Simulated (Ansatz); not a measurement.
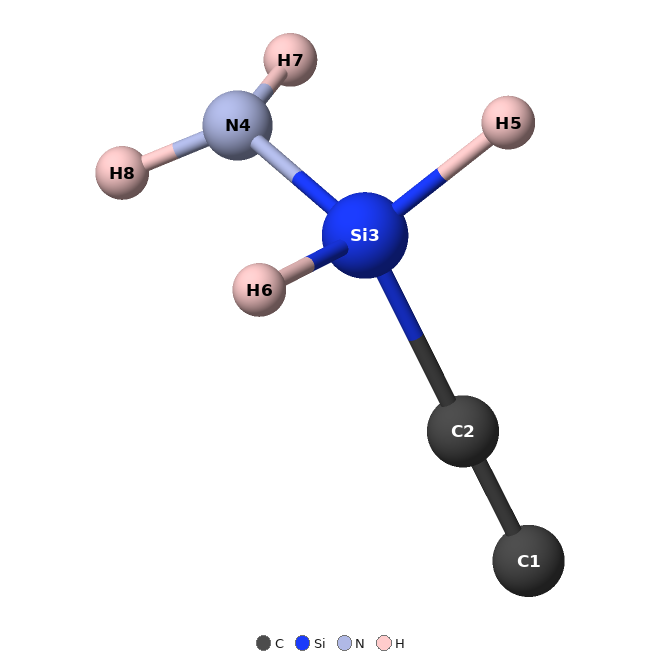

The species is neutral and a spin doublet. Sticks follow a distance rule. Harmonic vibrations computed with UKS PBE0-D4/def2-TZVP (Ansatz 0.2.0) at a stationary point of the same level.

### Minimum or transition state?

A minimum: no imaginary frequency, and the lowest mode lies at 128 cm⁻¹.

### How many vibrational modes are there, and where do they lie?

18 modes: 128, 153, 218, 298, 422, 536, 610, 752, 865, 891, 913, 928, 1585, 2141, 2252, 2256, 3603, 3696 cm⁻¹.
